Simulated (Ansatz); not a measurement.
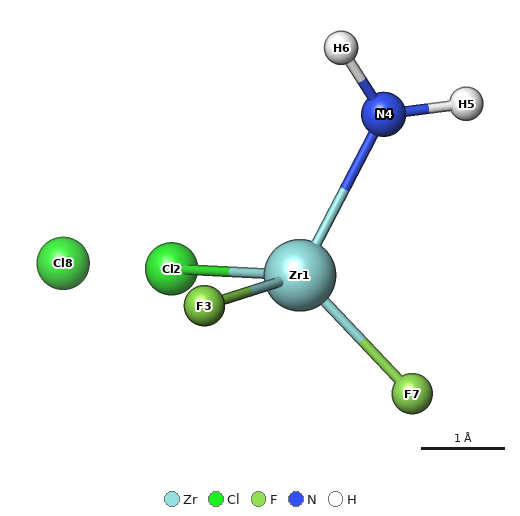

**Figure 1.** The structure as given in the input (ball-and-stick view, seen at a tilt; atoms are numbered from 1 in the order of the input). Sticks mark near contacts. Bond lengths as drawn: Cl–Zr 2.77 Å, F–Zr 1.98 Å, H–N 1.06 Å and N–Zr 2.21 Å.

**Geometry relaxation of ZrNH2Cl2F2**

- system: ZrNH2Cl2F2, multiplicity 2
- method: UHF/def2-SVP (Ansatz 0.2.0)

The input holds or restrains some coordinates. Forces given for the steps count only the free coordinates. It belongs to a series of runs on one base structure; here: pulled along the bonds that form and break, towards end A. Figures and captions count atoms from 1; the log counts them from 0 in places.

## Log
```
The last accepted step is kept in [file] (removed where the run ends without a failure and the disk answers)
Engine: ansatz 0.2.0, aarch64-unknown-linux-gnu
Functional definition: HF
  exchange = exact_x
  correlation = 0
1234 factors; integrals over basis functions are off by at most 6.0e-4 eV
mean field evaluation 1: about -33181.7075 eV, gradient 4.1e1 eV
mean field evaluation 2: about -33181.7125 eV, gradient 4.1e1 eV
mean field evaluation 4: about -33189.5056 eV, gradient 3.2e0 eV
mean field evaluation 8: about -33189.7065 eV, gradient 2.7e-1 eV
mean field evaluation 16: about -33187.3703 eV, gradient 5.8e-1 eV
mean field evaluation 32: about -33188.5816 eV, gradient 4.2e-1 eV
mean field evaluation 64: about -33187.2290 eV, gradient 2.1e0 eV
mean field evaluation 96: about -33187.3005 eV, gradient 1.8e0 eV
mean field -33189.70811567 eV, -1219.6992764587 hartree, gradient 2.5e-5 eV, S^2 0.765500; 1 other end points of the search recorded, 0 dependent functions left out
the calculation of the forces begins
reference -33189.70811567 eV, -1219.6992764587 hartree; 37, 36 occupied and 82, 83 virtual orbitals, 1234 factors
relax step   1: F+E_penalty+E_count = -33189.70811567 eV  Δ(F+E_penalty+E_count) = +0.000e0 eV  max|allowed force component| = 5.660e0 eV/Å  E_restraint = 13.08750000 eV  max|allowed force component, restraints' pulls added| = 4.016e1 eV/Å  Δτ_max = 0.0000 Å  (165 SCF iters, accepted)
  distance Cl 1 - Cl 7 = 2.3400 Å
  distance Zr 0 - Cl 1 = 2.7700 Å
these checks for a lower state are left out or cut short: starts, cluster_reference, orbital_swaps, neighbouring_geometries, increment
1234 factors; integrals over basis functions are off by at most 7.9e-4 eV
mean field -33191.10741084 eV, -1219.7506996077 hartree, gradient 1.5e-5 eV, S^2 0.756569; 0 other end points of the search recorded, 0 dependent functions left out
the calculation of the forces begins
reference -33191.10741084 eV, -1219.7506996077 hartree; 37, 36 occupied and 82, 83 virtual orbitals, 1234 factors
relax step   2: F+E_penalty+E_count = -33191.10741084 eV  Δ(F+E_penalty+E_count) = -1.399e0 eV  max|allowed force component| = 2.934e0 eV/Å  E_restraint = 4.52244148 eV  max|allowed force component, restraints' pulls added| = 2.072e1 eV/Å  Δτ_max = 0.1950 Å  (51 SCF iters, accepted)
  distance Cl 1 - Cl 7 = 2.6928 Å
  distance Zr 0 - Cl 1 = 2.5657 Å
these checks for a lower state are left out or cut short: starts, cluster_reference, orbital_swaps, neighbouring_geometries, increment
1234 factors; integrals over basis functions are off by at most 8.7e-4 eV
mean field evaluation 128: about -33191.9242 eV, gradient 7.9e-6 eV
mean field -33191.92418776 eV, -1219.7807156059 hartree, gradient 7.9e-6 eV, S^2 0.755574; 0 other end points of the search recorded, 0 dependent functions left out
the calculation of the forces begins
reference -33191.92418776 eV, -1219.7807156059 hartree; 37, 36 occupied and 82, 83 virtual orbitals, 1234 factors
relax step   3: F+E_penalty+E_count = -33191.92418776 eV  Δ(F+E_penalty+E_count) = -8.168e-1 eV  max|allowed force component| = 1.165e0 eV/Å  E_restraint = 0.52177487 eV  max|allowed force component, restraints' pulls added| = 5.557e0 eV/Å  Δτ_max = 0.1970 Å  (51 SCF iters, accepted)
  distance Cl 1 - Cl 7 = 3.0642 Å
  distance Zr 0 - Cl 1 = 2.4577 Å
these checks for a lower state are left out or cut short: starts, cluster_reference, orbital_swaps, neighbouring_geometries, increment
1234 factors; integrals over basis functions are off by at most 8.5e-4 eV
mean field -33192.04091297 eV, -1219.7850051784 hartree, gradient 3.4e-6 eV, S^2 0.755474; 0 other end points of the search recorded, 0 dependent functions left out
the calculation of the forces begins
reference -33192.04091297 eV, -1219.7850051784 hartree; 37, 36 occupied and 82, 83 virtual orbitals, 1234 factors
relax step   4: F+E_penalty+E_count = -33192.04091297 eV  Δ(F+E_penalty+E_count) = -1.167e-1 eV  max|allowed force component| = 1.143e0 eV/Å  E_restraint = 0.01616427 eV  max|allowed force component, restraints' pulls added| = 7.735e-1 eV/Å  Δτ_max = 0.1925 Å  (57 SCF iters, accepted)
  distance Cl 1 - Cl 7 = 3.2413 Å
  distance Zr 0 - Cl 1 = 2.4872 Å
these checks for a lower state are left out or cut short: starts, cluster_reference, orbital_swaps, neighbouring_geometries, increment
1234 factors; integrals over basis functions are off by at most 8.4e-4 eV
mean field -33192.06978046 eV, -1219.7860660390 hartree, gradient 1.6e-7 eV, S^2 0.755474; 0 other end points of the search recorded, 0 dependent functions left out
the calculation of the forces begins
reference -33192.06978046 eV, -1219.7860660390 hartree; 37, 36 occupied and 82, 83 virtual orbitals, 1234 factors
relax step   5: F+E_penalty+E_count = -33192.06978046 eV  Δ(F+E_penalty+E_count) = -2.887e-2 eV  max|allowed force component| = 1.162e0 eV/Å  E_restraint = 0.01534767 eV  max|allowed force component, restraints' pulls added| = 3.037e-1 eV/Å  Δτ_max = 0.2000 Å  (84 SCF iters, accepted)
  distance Cl 1 - Cl 7 = 3.2453 Å
  distance Zr 0 - Cl 1 = 2.4884 Å
these checks for a lower state are left out or cut short: starts, cluster_reference, orbital_swaps, neighbouring_geometries, increment
1234 factors; integrals over basis functions are off by at most 8.4e-4 eV
mean field evaluation 160: about -33192.0764 eV, gradient 3.4e-5 eV
mean field -33192.07643434 eV, -1219.7863105644 hartree, gradient 2.3e-7 eV, S^2 0.755474; 0 other end points of the search recorded, 0 dependent functions left out
the calculation of the forces begins
reference -33192.07643434 eV, -1219.7863105644 hartree; 37, 36 occupied and 82, 83 virtual orbitals, 1234 factors
relax step   6: F+E_penalty+E_count = -33192.07643434 eV  Δ(F+E_penalty+E_count) = -6.654e-3 eV  max|allowed force component| = 1.138e0 eV/Å  E_restraint = 0.01638303 eV  max|allowed force component, restraints' pulls added| = 7.741e-2 eV/Å  Δτ_max = 0.0878 Å  (82 SCF iters, accepted)
  distance Cl 1 - Cl 7 = 3.2444 Å
  distance Zr 0 - Cl 1 = 2.4872 Å
1234 factors; integrals over basis functions are off by at most 8.4e-4 eV
mean field evaluation 192: about -33192.0256 eV, gradient 1.2e-1 eV
mean field evaluation 224: about -33191.9658 eV, gradient 9.8e-2 eV
mean field evaluation 256: about -33192.0764 eV, gradient 1.5e-2 eV
```

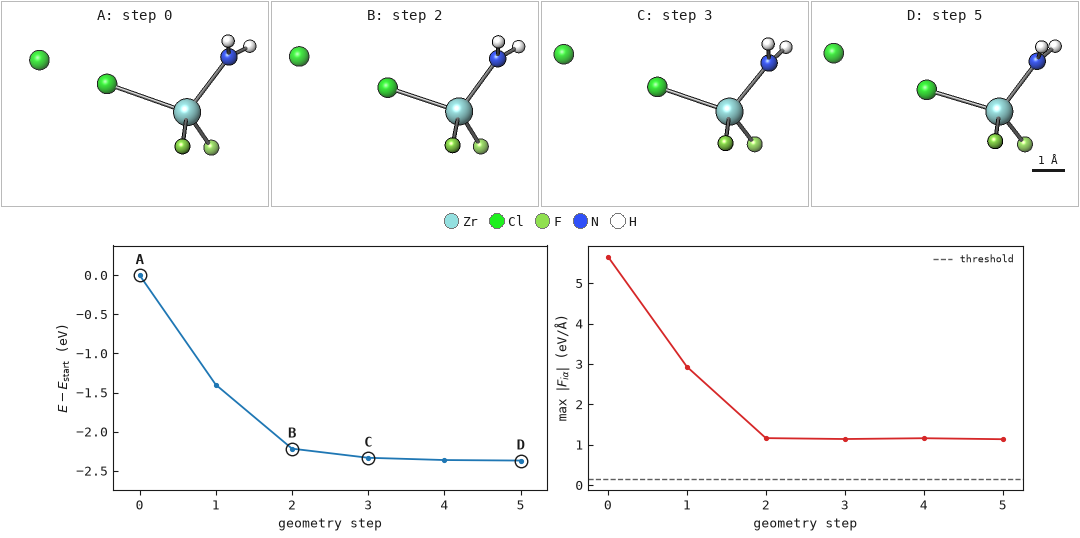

**Figure 2.** Frames of the restrained relaxation (ball-and-stick view, seen at a tilt) above the curves, on which the letters mark them (the first geometry is step 0 here and step 1 in the log).

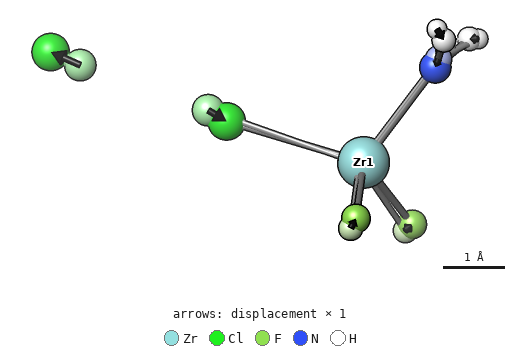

**Figure 3.** Start (faint) and end (solid) with the displacements as black arrows, at true length (ball-and-stick view, seen at a tilt). The two geometries are laid on each other by the best rigid fit. The atom that moves furthest after the best rigid fit is Cl8 (0.55 Å). By element the largest moves are Cl 0.55 Å, H 0.22 Å, F 0.19 Å, N 0.15 Å, Zr 0.08 Å. Among the contacts that change: Zr1–Cl2 2.770 → 2.487 Å, Zr1–N4 2.208 → 2.005 Å, Zr1–F3 1.980 → 1.900 Å, N4–H5 1.060 → 1.008 Å. Among the angles that change: H5–N4–H6 120.0° → 108.3°, Zr1–N4–H5 120.0° → 126.2°, F3–Zr1–F7 109.5° → 113.2°. Over 5 geometry steps the energy falls by 2.368 eV. Largest force component: 5.7 eV/Å at the start, 1.1 eV/Å at the end. (Atoms are counted from 1 in the order of the input.)

```
mean field -33192.07643434 eV, -1219.7863105644 hartree, gradient 2.3e-7 eV, S^2 0.755474; 4 other end points of the search recorded, 0 dependent functions left out
the calculation of the forces begins
reference -33192.07643434 eV, -1219.7863105644 hartree; 37, 36 occupied and 82, 83 virtual orbitals, 1234 factors
Total energy: -33192.07643434 eV, -1219.7863105644 hartree
Atom 0 at    -0.023705     0.035685    -0.063346 Å, force     0.043917    -0.089917     1.003498 eV/Å
Atom 1 at    -0.008855    -0.096267     2.420351 Å, force    -0.019590     0.058475    -1.137710 eV/Å
Atom 2 at     1.766110     0.152708    -0.690090 Å, force     0.012302     0.002208    -0.007141 eV/Å
Atom 3 at    -0.967473     1.676578    -0.725592 Å, force    -0.058880     0.077410    -0.025733 eV/Å
Atom 4 at    -1.956602     1.764108    -0.900641 Å, force     0.051718    -0.012766     0.013978 eV/Å
Atom 5 at    -0.527037     2.555481    -0.949001 Å, force    -0.014219    -0.032976     0.021566 eV/Å
Atom 6 at    -0.961917    -1.466776    -0.753219 Å, force    -0.014562    -0.010326     0.000755 eV/Å
Atom 7 at    -0.008321     0.038483     5.661938 Å, force    -0.000686     0.007893     0.130786 eV/Å
Dipole moment:    -0.292907     0.517871    -0.510841 e Å
```

## Trajectory as extended XYZ (Å, eV, eV/Å), 6 frames, from step=1 to step=6
```
8
Properties=species:S:1:pos:R:3:forces:R:3 step=1 energy=-33189.70812
Zr    0.0000    0.0000    0.0000   -0.5500   0.9453  -0.4118
Cl    0.0000    0.0000    2.7700    0.0216  -0.0158  -5.6597
F     1.8671    0.0000   -0.6593   -2.3404   0.0793   0.8910
N    -1.0409    1.8034   -0.7359    1.2566  -2.2133   0.8813
H    -2.0610    1.7482   -1.0186    2.3241   0.8703   0.4679
H    -0.5204    2.7241   -0.8065   -1.8098  -1.7555  -0.1198
F    -0.9326   -1.6157   -0.6593    1.0986   2.0885   0.8597
Cl    0.0000    0.0000    5.1100   -0.0007   0.0013   3.0915
8
Properties=species:S:1:pos:R:3:forces:R:3 step=2 energy=-33191.10741
Zr   -0.0057    0.0098    0.0094   -0.4985   0.8520  -0.5972
Cl    0.0002   -0.0001    2.5750    0.0206  -0.0107  -2.9337
F     1.8462    0.0010   -0.6512   -1.8709   0.0984   0.7275
N    -1.0296    1.7836   -0.7279    0.9631  -1.6893   0.6778
H    -2.0415    1.7541   -1.0143    2.0337   0.6488   0.4347
H    -0.5344    2.7086   -0.8070   -1.4933  -1.5906  -0.0638
F    -0.9230   -1.5969   -0.6515    0.8463   1.6896   0.6971
Cl    0.0000    0.0000    5.2679   -0.0010   0.0019   1.0576
8
Properties=species:S:1:pos:R:3:forces:R:3 step=3 energy=-33191.92419
Zr   -0.0220    0.0380   -0.0566   -0.1922   0.3291   0.1540
Cl    0.0004    0.0007    2.4006   -0.0015   0.0286  -1.1207
F     1.8130    0.0060   -0.6408   -0.7589   0.1560   0.1837
N    -1.0083    1.7463   -0.7154    0.3401  -0.5895   0.0577
H    -1.9987    1.7619   -1.0038    1.1648   0.2938   0.2853
H    -0.5610    2.6720   -0.8062   -0.7915  -0.9683   0.0049
F    -0.9111   -1.5651   -0.6423    0.2401   0.7488   0.1518
Cl   -0.0001    0.0001    5.4649   -0.0010   0.0016   0.2832
8
Properties=species:S:1:pos:R:3:forces:R:3 step=4 energy=-33192.04091
Zr   -0.0189    0.0380   -0.0713    0.1806  -0.3231   0.7692
Cl   -0.0044    0.0213    2.4158   -0.0200   0.0222  -1.1426
F     1.7721    0.0902   -0.7136   -0.0505   0.0336   0.0757
N    -0.9456    1.6531   -0.8047   -0.7735   0.5704   0.2931
H    -1.9572    1.7345   -0.9321    0.7060  -0.1072  -0.0601
H    -0.5612    2.5910   -0.8086   -0.0479  -0.2754  -0.1565
F    -0.9626   -1.4729   -0.7422    0.0063   0.0791   0.0868
Cl   -0.0100    0.0048    5.6570   -0.0009   0.0003   0.1344
8
Properties=species:S:1:pos:R:3:forces:R:3 step=5 energy=-33192.06978
Zr   -0.0158    0.0246   -0.0778   -0.0663   0.2815   1.0908
Cl   -0.0468   -0.0336    2.4098   -0.0010  -0.0317  -1.1623
F     1.7854    0.1359   -0.6681    0.0239   0.0102  -0.0549
N    -0.9703    1.6747   -0.7248    0.2267  -0.2345   0.0551
H    -1.9667    1.7742   -0.8140   -0.0687   0.0582  -0.0459
H    -0.5245    2.5351   -0.9971   -0.0497   0.0485   0.0009
F    -0.9462   -1.4716   -0.7820   -0.0665  -0.1358  -0.0146
Cl   -0.0028    0.0207    5.6543    0.0016   0.0036   0.1309
8
Properties=species:S:1:pos:R:3:forces:R:3 step=6 energy=-33192.07643
Zr   -0.0237    0.0357   -0.0633    0.0439  -0.0899   1.0035
Cl   -0.0089   -0.0963    2.4204   -0.0196   0.0585  -1.1377
F     1.7661    0.1527   -0.6901    0.0123   0.0022  -0.0071
N    -0.9675    1.6766   -0.7256   -0.0589   0.0774  -0.0257
H    -1.9566    1.7641   -0.9006    0.0517  -0.0128   0.0140
H    -0.5270    2.5555   -0.9490   -0.0142  -0.0330   0.0216
F    -0.9619   -1.4668   -0.7532   -0.0146  -0.0103   0.0008
Cl   -0.0083    0.0385    5.6619   -0.0007   0.0079   0.1308
```

The run was set up as follows.

## The input
```yaml
crystal:
  periodic: [false, false, false]
  atoms:
    - { symbol: Zr, position_ang: [0.0, 0.0, 0.0] }
    - { symbol: Cl, position_ang: [0.0, 0.0, 2.77] }
    - { symbol: F, position_ang: [1.8671, 0.0, -0.6593] }
    - { symbol: "N", position_ang: [-1.0409, 1.8034, -0.7359] }
    - { symbol: H, position_ang: [-2.061, 1.7482, -1.0186] }
    - { symbol: H, position_ang: [-0.5204, 2.7241, -0.8065] }
    - { symbol: F, position_ang: [-0.9326, -1.6157, -0.6593] }
    - { symbol: Cl, position_ang: [0.0, 0.0, 5.11] }
magnetization:
  spin_polarized: true
  initial_magnetization: 1
basis:
  gaussian: { orbitals: def2-SVP }
hamiltonian:
  xc: hf
relax:
  f_tol: 0.15
  max_steps: 25
  restrain:
    - { distance: [1, 7], at: 3.24, k: 30.0 }
    - { distance: [0, 1], at: 2.52, k: 30.0 }
```

Launched with:
```bash
ansatz run input.yaml --threads 4 --pin off --max-ram 5120MiB --backend cpu --events-out ev --progress --plain --runs-dir out
```

## Results in brief

```json
{"quantity": "outcome", "value": "converged under the restraints of the input"}
{"quantity": "total energy", "value": "−33192.0764 eV"}
{"quantity": "mean-field energy", "value": "−33192.0764 eV"}
{"quantity": "⟨S²⟩", "value": "0.755"}
{"quantity": "largest force (length of the vector) at the end, held atoms and coordinates included", "value": "1.139 eV/Å"}
{"quantity": "hardware", "value": "4 threads of Arm Neoverse V2, 24 GiB of memory available, shared host"}
{"quantity": "wall time", "value": "26 s (CPU time 91 s)"}
{"quantity": "peak memory", "value": "0.41 GiB"}
```
